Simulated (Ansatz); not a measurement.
A series of calculations on Si$_{2}$H$_{7}$Cl

Part 1: Relaxation

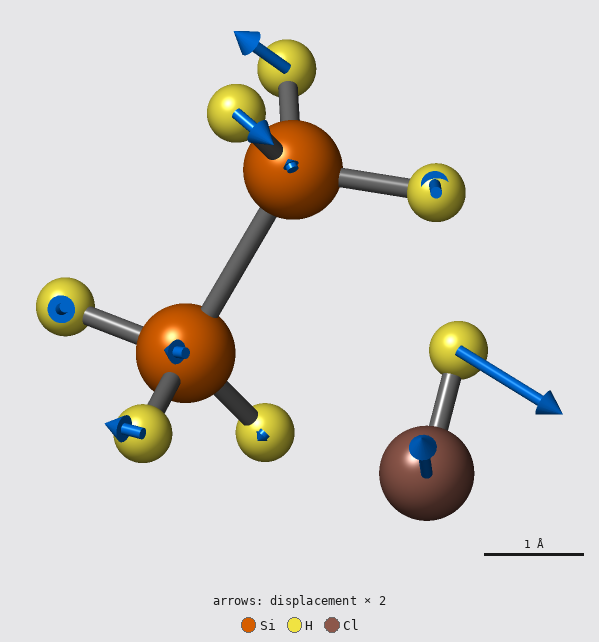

This is a relaxation of Si₂H₇Cl. The starting structure is drawn; blue arrows show the displacements, magnified 2 times. The two geometries are superimposed by the best rigid fit.

Style: ball-and-stick. Shown at a tilt.

The run prepares an end point of a later path (reaction) calculation, from a guessed geometry.

These are results of Ansatz 0.2.0, RKS B3LYP-D4/def2-SVP, not measurements. (no spin polarisation; force threshold 0.03 eV/Å; at most 50 steps)

**Atoms of which element are displaced furthest, and by how much?**

Hydrogen: up to 0.65 Å, against 0.44 Å for chlorine.

**Describe the change and its energy.**

The largest move after the best rigid fit is that of an H atom, 0.65 Å. By element the largest moves are H 0.65 Å, Cl 0.44 Å, Si 0.16 Å. Some distances before and after: Si–Si 2.260 → 2.360 Å, Cl–H 1.337 → 1.291 Å, H–Si 1.502 → 1.494 Å. Bond angles that change, for instance: Si–Si–H 105.8° → 109.1°, Si–Si–H 113.1° → 110.9°. Over 21 accepted moves (25 points after the start) the energy falls by 3.37 kcal/mol. The largest force component goes from 1.3 to 0.015 eV/Å. The line search rejected the trial steps at points 3, 9, 11, 14 of the run. The forces were under the threshold at step 10, but the run went on from there. Cost: 17 s on 2 threads of AMD EPYC 9R45 96-Core Processor (Zen 5), on a shared host, peak memory 0.19 GiB.

Part 2: Relaxation

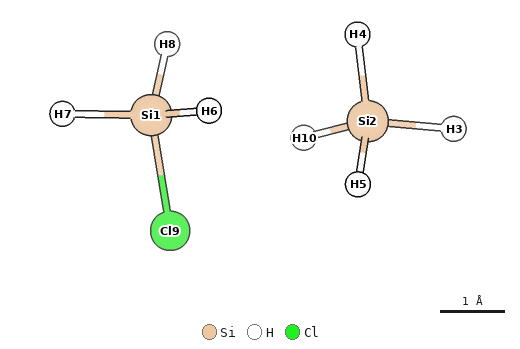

Si₂H₇Cl, before the relaxation. The picture is a ball-and-stick view, seen at a tilt.

The run prepares an end point of a later path (reaction) calculation, from a guessed geometry.

All numbers below come from Ansatz, RKS B3LYP-D4/def2-SVP.

Input
```yaml
crystal:
  periodic: [false, false, false]
  atoms:
    - { symbol: Si, position_ang: [-0.413951, 0.183985, -0.413537] }
    - { symbol: Si, position_ang: [-0.213187, -0.232465, 2.989197] }
    - { symbol: H, position_ang: [-0.611993, -0.738385, 4.335068] }
    - { symbol: H, position_ang: [1.113282, -0.81089, 2.628489] }
    - { symbol: H, position_ang: [-0.118072, 1.253018, 3.020737] }
    - { symbol: H, position_ang: [0.558838, 0.812851, 0.510979] }
    - { symbol: H, position_ang: [-0.178961, 0.681246, -1.793559] }
    - { symbol: H, position_ang: [-0.300225, -1.294458, -0.365202] }
    - { symbol: Cl, position_ang: [-2.366573, 0.76463, 0.142289] }
    - { symbol: H, position_ang: [-1.227758, -0.619531, 1.99894] }
basis:
  gaussian: { orbitals: def2-SVP }
hamiltonian:
  xc: b3lyp
  dispersion: d4
relax:
  f_tol: 0.03
  max_steps: 50
```

Run as
```bash
ansatz run input.yaml --threads 2 --pin off --max-ram 3072MiB --backend cpu --events-out ev --progress --plain --runs-dir out
```

Question: Where does the relaxation end?

Answer: The energy falls by 0.170 eV in 5 geometry steps. The largest force component goes from 0.55 to 0.011 eV/Å. H10 moves most after the best rigid fit: 0.39 Å. Largest moves by element: H 0.39 Å, Cl 0.33 Å, Si 0.31 Å. Among the contacts that change: Si1–Si2 3.434 → 4.045 Å, Si1–Cl9 2.112 → 2.079 Å, Si2–H10 1.470 → 1.489 Å, Si1–H6 1.482 → 1.487 Å. The run took 4.6 s on 2 threads of AMD EPYC 9R45 96-Core Processor (Zen 5), on a shared host, peak memory 0.19 GiB.

Step by step:

```
step  E − E(0), eV  largest force component, eV/Å
   0        0.0000                         0.5511
   1       -0.1286                         0.1892
   2       -0.1634                         0.1469
   3       -0.1691                         0.0413
   4       -0.1693                         0.0393
   5       -0.1696                         0.0113
```

Final geometry:

```xyz
10

Si   -0.4418    0.2390   -0.7126
Si   -0.1937   -0.2757    3.2922
H    -0.4981   -0.7327    4.6780
H     1.1200   -0.8373    2.8651
H    -0.1300    1.2124    3.2571
H     0.5172    0.8169    0.2659
H    -0.1469    0.7537   -2.0758
H    -0.3582   -1.2447   -0.6957
Cl   -2.3682    0.8172   -0.1864
H    -1.2589   -0.7488    2.3657
```

After the run, drawn alike:

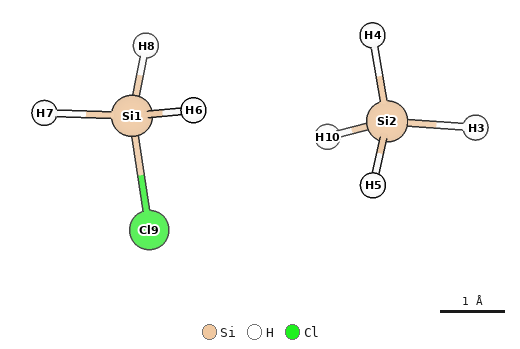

Limits of the set-up: the start holds two separate molecules, 2.6 Å apart at their closest, whose relative position is a soft coordinate.

Part 3: Path

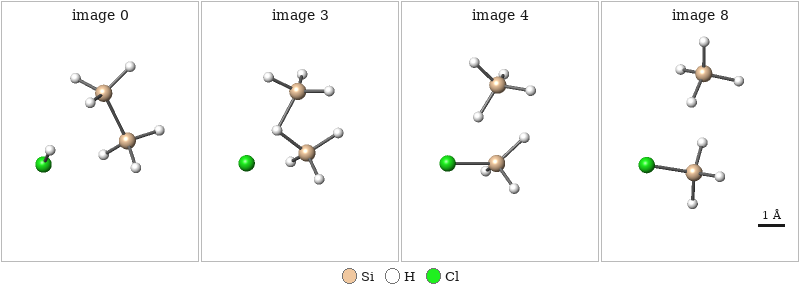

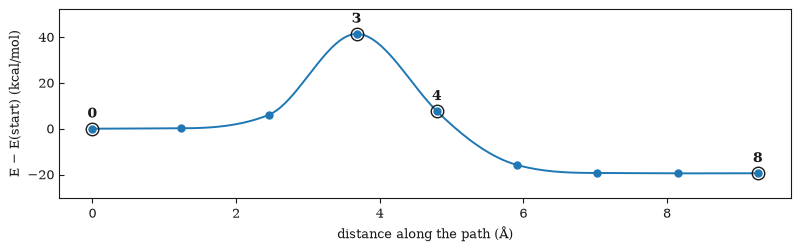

NEB run on Si₂H₇Cl, made up at the start of Si2H6 and HCl. Images are numbered from 0 (start) to 8 (end). Style: ball-and-stick. Shown at a tilt.

These are results of Ansatz 0.2.0, RKS B3LYP-D4/def2-SVP, not measurements. Set-up: 7 movable images; climbing image; force threshold 0.03 eV/Å; iteration limit 60; starting path through a guess of the saddle point.

Describe the mechanism and the energy profile.

Answer. Breaking: Cl–H (1.29 → 3.19 Å), Si–Si (2.36 → 4.05 Å). Forming: Cl–Si (3.66 → 2.08 Å), H–Si (3.35 → 1.49 Å). The energy climbs by 41.4 kcal/mol to image 3 and then falls by 60.9 kcal/mol, so the end point sits at −19.5 kcal/mol. The band is converged. At the top, the vibrational analysis gives one imaginary mode (889i cm⁻¹), as a transition state must have.

Limits of the set-up: the start holds two separate molecules, 2.4 Å apart at their closest, whose relative position is a soft coordinate.

The run took 2.4 min on 2 threads of AMD EPYC 9R45 96-Core Processor (Zen 5) (shared host), peak memory 0.21 GiB.
